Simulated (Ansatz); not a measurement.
## Electronic structure of GeH$_{7}$N$_{2}$ (SMILES [NH2][GeH2][NH3+]) (charge +1) in real space

The calculation's input:

```
basis:
  gaussian: {orbitals: def2-TZVPD}
crystal:
  periodic: [false, false, false]
  atoms:
    - {symbol: Ge, position_ang: [0.091922, 0.864802, -0.323395]}
    - {symbol: N, position_ang: [-1.157134, 0.282619, -1.443214]}
    - {symbol: "N", position_ang: [0.481626, -0.803458, 0.815425]}
    - {symbol: H, position_ang: [-0.933138, 0.079918, -2.413919]}
    - {symbol: H, position_ang: [-2.131142, 0.546677, -1.320342]}
    - {symbol: H, position_ang: [-0.407328, 1.788014, 0.775124]}
    - {symbol: H, position_ang: [1.468313, 1.057554, -0.937153]}
    - {symbol: H, position_ang: [-0.369285, -1.131904, 1.287770]}
    - {symbol: H, position_ang: [0.805775, -1.581507, 0.228414]}
    - {symbol: H, position_ang: [1.193224, -0.655003, 1.541634]}
total_charge: 1
hamiltonian: {xc: pbe0}
output: {forces: true, orbitals: {seedname: orbitals}}
```

Run with:

```sh
ansatz run input.yaml --threads 2 --pin off --max-ram 4350MiB --events-out events.jsonl --progress --plain --runs-dir runs
```

Geometry: r2SCAN-D4/def2-SVP.

The calculation used Ansatz, isolated molecule in a Gaussian basis; Kohn-Sham density functional theory, functional PBE0.

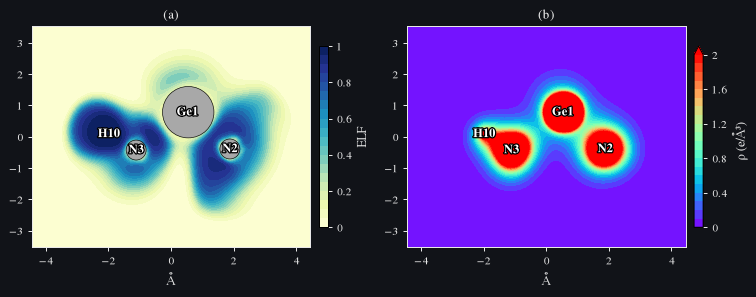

Figure 1. (a) electron localisation function; (b) electron density on the plane of atoms Ge1, N3 and H10. Grey discs cover the atomic cores in the ELF map.

Question: Describe what can be read from this map.

Answer: The section cuts through Ge, N and H sites. Ge–N (1.78 Å): ρ is about 1.1 e/Å³ halfway; the ELF peaks at about 0.85 in the valence shell of N, 0.6 Å from its nucleus, and is about 0.45 at the midpoint. N–H (1.03 Å): ρ is about 2.9 e/Å³ halfway; the ELF climbs to about 1 towards the hydrogen, as it does in any bond to H; a covalent bond by its length. Ge–N (2.06 Å): ρ is about 0.62 e/Å³ halfway; the ELF peaks at about 0.95 in the valence shell of N, 0.7 Å from its nucleus, and is about 0.55 at the midpoint. The ELF also peaks beside N2, away from the bonds: lone-pair regions.

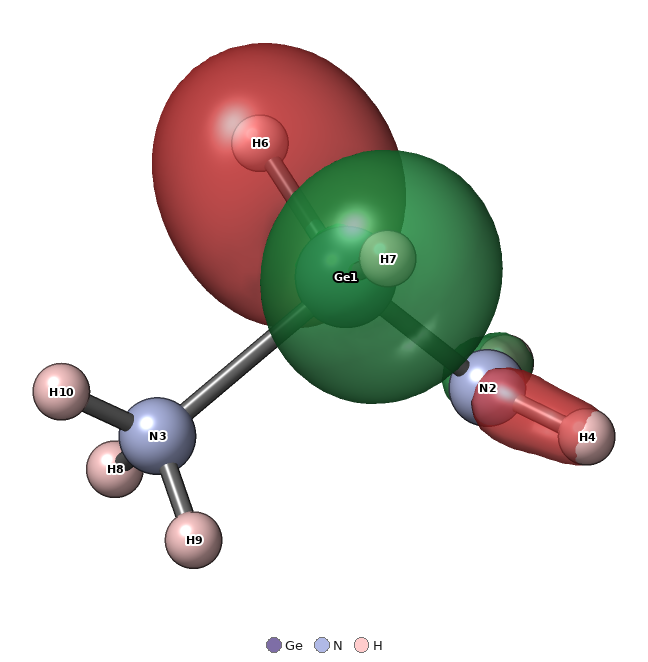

Figure 2. The HOMO−1 at ±0.15 Å⁻³ᐟ² (green and red are the two phases), seen at a tilt.

Question: Where does this orbital lie, and at what energy?

Answer: By Hirshfeld shares it lies mainly on Ge1 (about 40 %), H6 (about 25 %) and H7 (about 25 %). Its energy is −15.06 eV.
